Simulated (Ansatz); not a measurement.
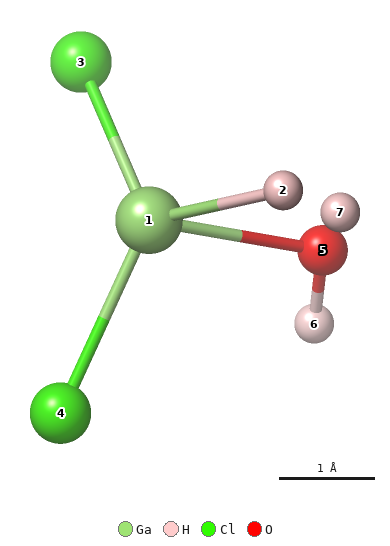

Fig. 1: The structure as given in the input (ball-and-stick view, seen at a tilt; atoms are numbered from 1 in the order of the input). Sticks mark near contacts. Bond lengths as drawn: Cl–Ga 2.24 Å, Ga–H 1.92 Å, Ga–O 2.09 Å and H–O 1.01 Å.

## GaH₃Cl₂O: geometry relaxation

- system: GaH₃Cl₂O
- method: RKS PBE/def2-SVP (Ansatz 0.2.0)

The input holds or restrains some coordinates. Forces given for the steps count only the free coordinates. It belongs to a series of runs on one base structure; here: pulled along the bonds that form and break, towards end A. Figures and captions count atoms from 1; the log counts them from 0 in places.

**The input**
```yaml
crystal:
  periodic: [false, false, false]
  atoms:
    - { symbol: Ga, position_ang: [0.0, 0.0, 0.0] }
    - { symbol: H, position_ang: [0.0, 0.0, 1.92] }
    - { symbol: Cl, position_ang: [1.9398, 0.0, -1.12] }
    - { symbol: Cl, position_ang: [-1.9398, 0.0, -1.12] }
    - { symbol: O, position_ang: [0.0874, -1.9815, 0.659] }
    - { symbol: H, position_ang: [-0.4591, -2.5661, 0.0429] }
    - { symbol: H, position_ang: [0.0441, -1.0002, 1.8157] }
basis:
  gaussian: { orbitals: def2-SVP }
hamiltonian:
  xc: pbe
relax:
  f_tol: 0.15
  max_steps: 25
  restrain:
    - { distance: [0, 4], at: 2.99, k: 30.0 }
    - { distance: [6, 1], at: 1.86, k: 30.0 }
    - { distance: [0, 1], at: 1.57, k: 30.0 }
    - { distance: [6, 4], at: 1.01, k: 30.0 }
output:
  orbitals: {}
```

Run as:
```bash
ansatz run input.yaml --threads 2 --pin off --max-ram 3072MiB --backend cpu --events-out ev --progress --plain --runs-dir out
```

**What the program printed**
```
The last accepted step is kept in [file] (removed where the run ends without a failure and the disk answers)
Engine: ansatz 0.2.0, aarch64-unknown-linux-gnu
Functional definition: PBE
  parameter kappa = 0.804
  parameter beta = 0.06672455060314922
  exchange = pbe_x(kappa = kappa, mu = beta*pi^2/3)
  correlation = pbe_c(beta = beta)
1062 factors; their error is unknown
mean field evaluation 1: about -79475.9289 eV, gradient 6.6e1 eV
mean field evaluation 2: about -79349.6669 eV, gradient 2.0e2 eV
mean field evaluation 4: about -79482.7620 eV, gradient 2.3e1 eV
mean field evaluation 8: about -79483.8324 eV, gradient 1.6e-1 eV
mean field evaluation 16: about -79483.7779 eV, gradient 4.3e-4 eV
mean field -79483.77789174 eV, -2920.9749614819 hartree, gradient 1.4e-5 eV, S^2 0.000000; 0 other end points of the search recorded, 0 dependent functions left out
the calculation of the forces begins
reference -79483.77792870 eV, -2920.9749628398 hartree; 38, 38 occupied and 59, 59 virtual orbitals, 1062 factors
relax step   1: F+E_penalty+E_count = -79483.77789174 eV  Δ(F+E_penalty+E_count) = +0.000e0 eV  max|allowed force component| = 3.000e0 eV/Å  E_restraint = 28.77429351 eV  max|allowed force component, restraints' pulls added| = 3.479e1 eV/Å  Δτ_max = 0.0000 Å  (28 SCF iters, accepted)
  distance Ga 0 - O 4 = 2.0900 Å
  distance H 6 - H 1 = 1.0066 Å
  distance Ga 0 - H 1 = 1.9200 Å
  distance H 6 - O 4 = 1.5175 Å
these checks for a lower state are left out or cut short: starts, cluster_reference, orbital_swaps, neighbouring_geometries, increment
1062 factors; their error is unknown
mean field -79483.45406827 eV, -2920.9630611889 hartree, gradient 1.6e-5 eV, S^2 0.000000; 0 other end points of the search recorded, 0 dependent functions left out
[... from here on the field's lines of each further geometry are left out, up to the last ...]
relax step   2: F+E_penalty+E_count = -79483.45406827 eV  Δ(F+E_penalty+E_count) = +3.238e-1 eV  max|allowed force component| = 2.651e0 eV/Å  E_restraint = 13.82897371 eV  max|allowed force component, restraints' pulls added| = 2.432e1 eV/Å  Δτ_max = 0.1950 Å  (34 SCF iters, accepted)
relax step   3: F+E_penalty+E_count = -79484.03349688 eV  Δ(F+E_penalty+E_count) = -5.794e-1 eV  max|allowed force component| = 3.245e0 eV/Å  E_restraint = 4.64788918 eV  max|allowed force component, restraints' pulls added| = 1.348e1 eV/Å  Δτ_max = 0.1949 Å  (32 SCF iters, accepted)
relax step   4: F+E_penalty+E_count = -79484.81091921 eV  Δ(F+E_penalty+E_count) = -7.774e-1 eV  max|allowed force component| = 1.889e0 eV/Å  E_restraint = 0.42264868 eV  max|allowed force component, restraints' pulls added| = 5.581e0 eV/Å  Δτ_max = 0.1949 Å  (31 SCF iters, accepted)
relax step   5: F+E_penalty+E_count = -79485.20355645 eV  Δ(F+E_penalty+E_count) = -3.926e-1 eV  max|allowed force component| = 9.721e-1 eV/Å  E_restraint = 0.02804406 eV  max|allowed force component, restraints' pulls added| = 1.102e0 eV/Å  Δτ_max = 0.1946 Å  (28 SCF iters, accepted)
relax step   6: F+E_penalty+E_count = -79485.33883327 eV  Δ(F+E_penalty+E_count) = -1.353e-1 eV  max|allowed force component| = 9.210e-1 eV/Å  E_restraint = 0.01594508 eV  max|allowed force component, restraints' pulls added| = 4.162e-1 eV/Å  Δτ_max = 0.2000 Å  (31 SCF iters, accepted)
relax step   7: F+E_penalty+E_count = -79485.39793612 eV  Δ(F+E_penalty+E_count) = -5.910e-2 eV  max|allowed force component| = 8.066e-1 eV/Å  E_restraint = 0.01161961 eV  max|allowed force component, restraints' pulls added| = 2.669e-1 eV/Å  Δτ_max = 0.2000 Å  (29 SCF iters, accepted)
relax step   8: F+E_penalty+E_count = -79485.37354332 eV  Δ(F+E_penalty+E_count) = +2.439e-2 eV  max|allowed force component| = 2.007e0 eV/Å  E_restraint = 0.01123821 eV  max|allowed force component, restraints' pulls added| = 1.891e0 eV/Å  Δτ_max = 0.1950 Å  (30 SCF iters, rejected (line search))
relax step   9: F+E_penalty+E_count = -79485.42045542 eV  Δ(F+E_penalty+E_count) = -2.252e-2 eV  max|allowed force component| = 8.079e-1 eV/Å  E_restraint = 0.01049270 eV  max|allowed force component, restraints' pulls added| = 1.858e-1 eV/Å  Δτ_max = 0.0975 Å  (28 SCF iters, accepted)
relax step  10: F+E_penalty+E_count = -79485.43482942 eV  Δ(F+E_penalty+E_count) = -1.437e-2 eV  max|allowed force component| = 8.218e-1 eV/Å  E_restraint = 0.00955938 eV  max|allowed force component, restraints' pulls added| = 1.398e-1 eV/Å  Δτ_max = 0.1000 Å  (29 SCF iters, accepted)
relax step  11: F+E_penalty+E_count = -79485.42735909 eV  Δ(F+E_penalty+E_count) = +7.470e-3 eV  max|allowed force component| = 1.003e0 eV/Å  E_restraint = 0.00563339 eV  max|allowed force component, restraints' pulls added| = 6.504e-1 eV/Å  Δτ_max = 0.1458 Å  (27 SCF iters, rejected (line search))
relax step  12: F+E_penalty+E_count = -79485.43753635 eV  Δ(F+E_penalty+E_count) = -2.707e-3 eV  max|allowed force component| = 7.958e-1 eV/Å  E_restraint = 0.00858574 eV  max|allowed force component, restraints' pulls added| = 3.361e-1 eV/Å  Δτ_max = 0.0721 Å  (27 SCF iters, accepted)
the calculation of the forces begins
reference -79485.44093025 eV, -2921.0360770197 hartree; 38, 38 occupied and 59, 59 virtual orbitals, 1062 factors
relax step  13: F+E_penalty+E_count = -79485.44089353 eV  Δ(F+E_penalty+E_count) = -3.357e-3 eV  max|allowed force component| = 8.191e-1 eV/Å  E_restraint = 0.00916334 eV  max|allowed force component, restraints' pulls added| = 1.761e-2 eV/Å  Δτ_max = 0.0519 Å  (26 SCF iters, accepted)
```

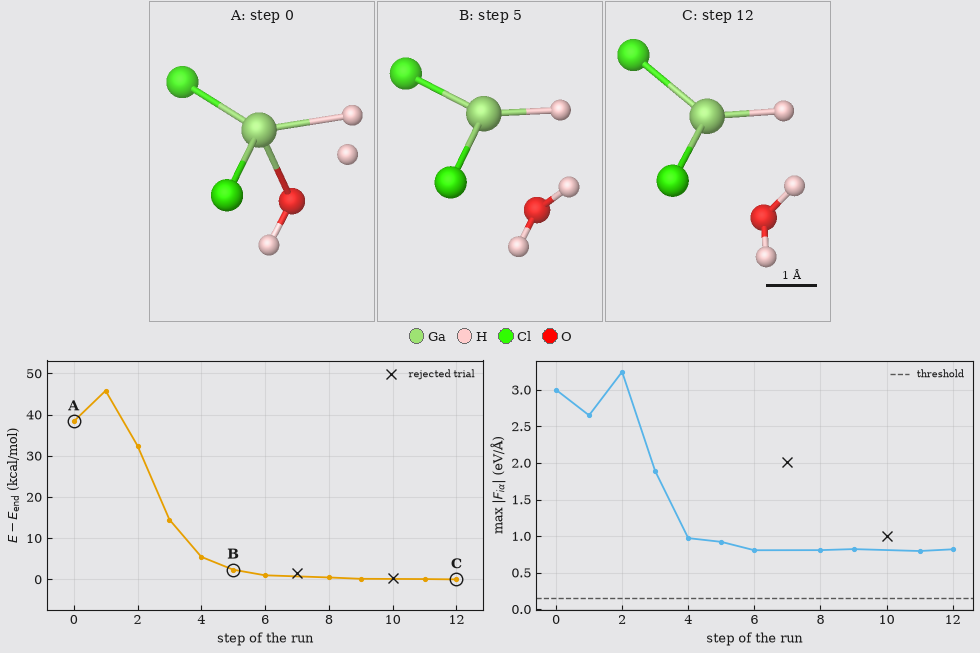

Fig. 2: Frames of the restrained relaxation (ball-and-stick view, seen at a tilt) above the curves, on which the letters mark them (the first geometry is step 0 here and step 1 in the log).

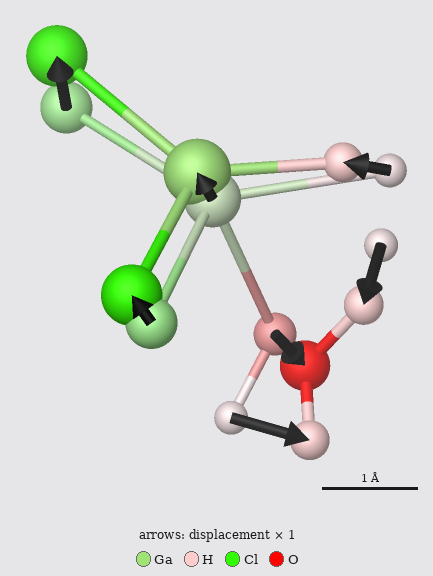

Fig. 3: Start (faint) and end (solid) with the displacements as black arrows, at true length (ball-and-stick view, seen at a tilt). The two geometries are laid on each other by the best rigid fit. H6 moves most after the best rigid fit: 0.86 Å. Largest moves by element: H 0.86 Å, Cl 0.71 Å, O 0.59 Å, Ga 0.34 Å. Among the contacts that change: Ga1–O5 2.090 → 2.974 Å, O5–H7 1.517 → 0.994 Å, Ga1–H2 1.920 → 1.570 Å, Ga1–Cl3 2.240 → 2.150 Å. New bonds form: O5–H7 (1.52 → 0.99 Å). Bonds break: Ga1–O5 (2.09 → 2.97 Å). Among the angles that change: Cl3–Ga1–Cl4 120.0° → 116.9°, H2–Ga1–Cl3 120.0° → 122.9°. After 12 geometry steps the energy has fallen by 38.3 kcal/mol. The largest force component goes from 3 to 0.82 eV/Å. The line search rejected the trial steps at points 7, 10 (counted from 0) and went back. (Atoms are counted from 1 in the order of the input.)

```
  distance Ga 0 - O 4 = 2.9742 Å
  distance H 6 - H 1 = 1.8695 Å
  distance Ga 0 - H 1 = 1.5702 Å
  distance H 6 - O 4 = 0.9935 Å
1062 factors; their error is unknown
mean field -79485.44089353 eV, -2921.0360756705 hartree, gradient 2.0e-5 eV, S^2 0.000000; 1 other end points of the search recorded, 0 dependent functions left out
the calculation of the forces begins
reference -79485.44093025 eV, -2921.0360770197 hartree; 38, 38 occupied and 59, 59 virtual orbitals, 1062 factors
Total energy: -79485.44093025 eV, -2921.0360770197 hartree
Atom 0 at     0.104116     0.292168    -0.123160 Å, force     0.007648    -0.423044     0.160508 eV/Å
Atom 1 at     0.070476     0.144752     1.439710 Å, force     0.008940     0.272696    -0.013178 eV/Å
Atom 2 at     1.902984     0.735263    -1.214777 Å, force     0.002227    -0.001063     0.000356 eV/Å
Atom 3 at    -1.734224     0.231583    -1.253455 Å, force    -0.003909    -0.008912     0.001182 eV/Å
Atom 4 at     0.121792    -2.476806     0.962369 Å, force    -0.066487     0.819135     0.146324 eV/Å
Atom 5 at    -0.799388    -2.757362     0.794342 Å, force     0.003991     0.009667     0.001453 eV/Å
Atom 6 at     0.006645    -1.717398     1.592570 Å, force     0.047589    -0.668478    -0.296646 eV/Å
Dipole moment:    -0.297756    -0.070870     0.470550 e Å
```

**Trajectory as extended XYZ (Å, eV, eV/Å), 13 frames, from step=1 to step=13**
```
7
Properties=species:S:1:pos:R:3:forces:R:3 step=1 energy=-79483.77789
Ga    0.0000    0.0000    0.0000    0.3359  -3.0002  -0.4778
H     0.0000    0.0000    1.9200    0.1978  -0.7374  -0.2412
Cl    1.9398    0.0000   -1.1200   -0.7833   0.6417   0.5219
Cl   -1.9398    0.0000   -1.1200    0.7573   0.4912   0.6279
O     0.0874   -1.9815    0.6590   -0.3043   1.4667  -0.8089
H    -0.4591   -2.5661    0.0429    0.4214   0.6436   1.2884
H     0.0441   -1.0002    1.8157   -0.6247   0.4944  -0.9103
7
Properties=species:S:1:pos:R:3:forces:R:3 step=2 energy=-79483.45407
Ga   -0.0025    0.1228    0.0195    0.4385  -2.3380   0.3659
H    -0.0041    0.1289    1.8568    0.0865  -0.2039  -1.0239
Cl    1.9320    0.0076   -1.1146   -0.9110   0.5362   0.5202
Cl   -1.9328    0.0062   -1.1140    0.8363   0.3654   0.6003
O     0.0893   -2.0723    0.7577    0.7537   2.3459   0.3082
H    -0.4556   -2.5626    0.0557   -0.0975   0.9135   1.8801
H     0.0461   -1.1784    1.7366   -1.1066  -1.6191  -2.6509
7
Properties=species:S:1:pos:R:3:forces:R:3 step=3 energy=-79484.03350
Ga   -0.0030    0.2566    0.0397    0.4096  -1.6951   0.4116
H    -0.0067    0.2354    1.7825   -0.0153   0.4730  -1.3262
Cl    1.9202    0.0130   -1.1086   -1.0041   0.5175   0.5250
Cl   -1.9219    0.0091   -1.1071    0.8941   0.3276   0.5576
O     0.1096   -2.1582    0.8512    0.6775   1.6294   0.6502
H    -0.4600   -2.5485    0.0842    0.1964   1.6152   2.4273
H     0.0341   -1.3553    1.6557   -1.1581  -2.8675  -3.2455
7
Properties=species:S:1:pos:R:3:forces:R:3 step=4 energy=-79484.81092
Ga   -0.0031    0.3956    0.0538    0.3533  -1.5320  -0.4274
H    -0.0046    0.3134    1.6692   -0.0501   0.5770  -0.5647
Cl    1.8892    0.0319   -1.0937   -0.9380   0.5587   0.4765
Cl   -1.8938    0.0193   -1.0932    0.8324   0.3701   0.5008
O     0.1342   -2.2877    0.9473    0.4789  -0.5893  -0.9310
H    -0.4559   -2.4957    0.1507    0.3428   1.2294   1.8894
H     0.0063   -1.5247    1.5634   -1.0192  -0.6140  -0.9435
7
Properties=species:S:1:pos:R:3:forces:R:3 step=5 energy=-79485.20356
Ga    0.0398    0.3878   -0.0045    0.2101  -0.9721  -0.2448
H     0.0021    0.2813    1.5544    0.0110   0.4673   0.0838
Cl    1.8767    0.2171   -1.1524   -0.3089   0.2893   0.1308
Cl   -1.8306    0.1076   -1.0901    0.2404   0.1663   0.0869
O     0.1398   -2.3954    1.0302    0.5372   0.0267  -0.2379
H    -0.4817   -2.5400    0.2802   -0.1147   0.5672   0.7532
H    -0.0737   -1.6061    1.5798   -0.5750  -0.5448  -0.5720
7
Properties=species:S:1:pos:R:3:forces:R:3 step=6 energy=-79485.33883
Ga    0.0472    0.3878   -0.0363    0.2007  -0.9210   0.0522
H    -0.0104    0.1997    1.5236    0.0111   0.5230  -0.0422
Cl    1.8587    0.3179   -1.2082   -0.0930   0.2382   0.0825
Cl   -1.7910    0.2364   -1.1698    0.0089   0.1083   0.0304
O     0.2246   -2.3836    1.0214   -0.2104   0.5565  -0.1319
H    -0.5346   -2.6330    0.4492    0.0880   0.1345   0.3480
H    -0.1222   -1.6729    1.6176   -0.0053  -0.6394  -0.3389
7
Properties=species:S:1:pos:R:3:forces:R:3 step=7 energy=-79485.39794
Ga    0.0549    0.2750   -0.1002    0.0863  -0.2885   0.1757
H    -0.0127    0.1738    1.4651    0.0086   0.2679  -0.0483
Cl    1.8596    0.4897   -1.2467    0.0288   0.0119   0.0252
Cl   -1.7799    0.4218   -1.2321   -0.0138  -0.0815   0.0173
O     0.2319   -2.4474    1.0878   -0.3487   0.8066  -0.0852
H    -0.5537   -2.7671    0.5963    0.0519  -0.0004   0.1794
H    -0.1277   -1.6936    1.6273    0.1870  -0.7160  -0.2641
7
Properties=species:S:1:pos:R:3:forces:R:3 step=8 energy=-79485.37354 accepted=F
Ga    0.0707    0.3268   -0.1051   -0.0370  -0.5337   0.1590
H    -0.0183    0.1703    1.4595    0.0481   0.3297  -0.0744
Cl    1.8912    0.5398   -1.2284   -0.0008   0.0605   0.0347
Cl   -1.7718    0.3943   -1.2396    0.0501  -0.0062   0.0269
O     0.2343   -2.4231    0.9895   -2.0070   0.2173  -0.1553
H    -0.6497   -2.8694    0.7319    1.6127   0.7958   0.4516
H    -0.0841   -1.6864    1.5899    0.3339  -0.8634  -0.4425
7
Properties=species:S:1:pos:R:3:forces:R:3 step=9 energy=-79485.42045
Ga    0.0726    0.2887   -0.1054    0.0744  -0.3753   0.1729
H     0.0171    0.1698    1.4593    0.0087   0.2841  -0.0349
Cl    1.8788    0.5623   -1.2382    0.0110   0.0191   0.0198
Cl   -1.7694    0.3534   -1.2319   -0.0099  -0.0525   0.0087
O     0.2033   -2.4513    1.0452   -0.3455   0.8079  -0.0231
H    -0.6341   -2.7757    0.6509    0.1022   0.0311   0.1423
H    -0.0959   -1.6951    1.6177    0.1591  -0.7144  -0.2857
7
Properties=species:S:1:pos:R:3:forces:R:3 step=10 energy=-79485.43483
Ga    0.0926    0.2957   -0.1118    0.0302  -0.4269   0.1668
H     0.0472    0.1624    1.4521    0.0141   0.2874  -0.0228
Cl    1.8941    0.6447   -1.2313    0.0071   0.0160   0.0105
Cl   -1.7534    0.2845   -1.2336    0.0000  -0.0260   0.0046
O     0.1659   -2.4599    1.0051   -0.2567   0.8218   0.0670
H    -0.7141   -2.7748    0.7109    0.0886   0.0360   0.0763
H    -0.0597   -1.7004    1.6062    0.1167  -0.7084  -0.3024
7
Properties=species:S:1:pos:R:3:forces:R:3 step=11 energy=-79485.42736 accepted=F
Ga    0.1067    0.2981   -0.1202   -0.0146  -0.4495   0.1101
H     0.0663    0.1542    1.4428    0.0191   0.2636  -0.0046
Cl    1.9106    0.7393   -1.2083   -0.0323  -0.0020   0.0173
Cl   -1.7335    0.2115   -1.2508    0.0329   0.0086   0.0141
O     0.1184   -2.4806    0.9444   -0.6674   0.9525   0.3268
H    -0.8239   -2.7585    0.8054    0.6280   0.2298   0.1043
H     0.0279   -1.7118    1.5842    0.0342  -1.0030  -0.5681
7
Properties=species:S:1:pos:R:3:forces:R:3 step=12 energy=-79485.43754
Ga    0.0980    0.3000   -0.1194    0.0104  -0.4526   0.1618
H     0.0553    0.1543    1.4437    0.0151   0.2881  -0.0159
Cl    1.9046    0.6884   -1.2195   -0.0093   0.0120   0.0061
Cl   -1.7467    0.2592   -1.2428    0.0118  -0.0074   0.0010
O     0.1469   -2.4645    0.9734   -0.4160   0.7958   0.1286
H    -0.7622   -2.7780    0.7645    0.2829   0.1042   0.0731
H    -0.0235   -1.7073    1.5977    0.1050  -0.7402  -0.3547
7
Properties=species:S:1:pos:R:3:forces:R:3 step=13 energy=-79485.44089
Ga    0.1041    0.2922   -0.1232    0.0076  -0.4230   0.1605
H     0.0705    0.1448    1.4397    0.0089   0.2727  -0.0132
Cl    1.9030    0.7353   -1.2148    0.0022  -0.0011   0.0004
Cl   -1.7342    0.2316   -1.2535   -0.0039  -0.0089   0.0012
O     0.1218   -2.4768    0.9624   -0.0665   0.8191   0.1463
H    -0.7994   -2.7574    0.7943    0.0040   0.0097   0.0015
H     0.0066   -1.7174    1.5926    0.0476  -0.6685  -0.2966
```

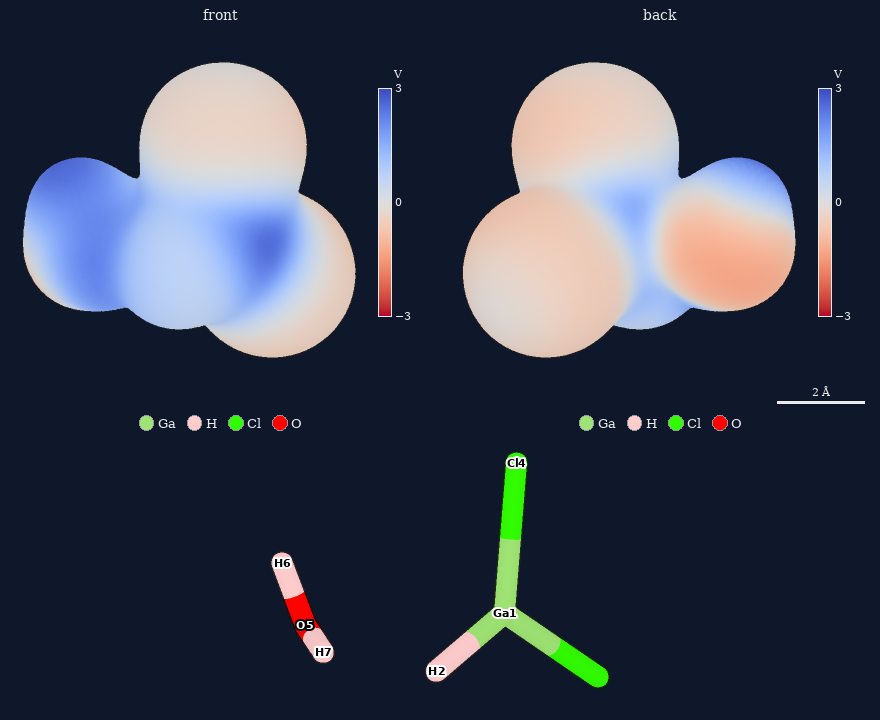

Fig. 4: The electrostatic potential painted on the density surface at 0.002 e/bohr³, seen at a tilt and from behind; red is negative and blue positive. The bare structure is drawn below in the same view. A positive charge is drawn to the negative regions and a negative charge to the positive ones.

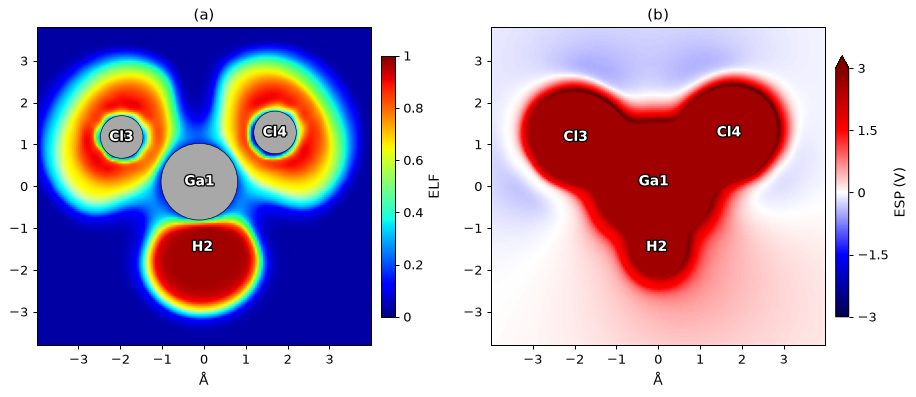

Fig. 5: (a) ELF; (b) electrostatic potential on the plane of atoms H2, Ga1 and Cl4. Grey discs, where drawn, cover atomic cores. Ga–Cl (2.15 Å): the ELF peaks at about 0.80 in the valence shell of Cl, 0.8 Å from its nucleus, and is about 0.55 at the midpoint. Ga–H (1.57 Å): the ELF climbs to about 1 towards the hydrogen, as it does in any bond to H.

**Summary**

| quantity | value |
| --- | --- |
| outcome | converged under the restraints of the input |
| total energy | −79485.4409 eV |
| mean-field energy | −79485.4409 eV |
| largest force (length of the vector) at the end, held atoms and coordinates included | 0.835 eV/Å |
| hardware | 2 threads of Arm Neoverse N1, 24 GiB of memory available, shared host |
| wall time | 36 s (CPU time 70 s) |
| peak memory | 0.14 GiB |
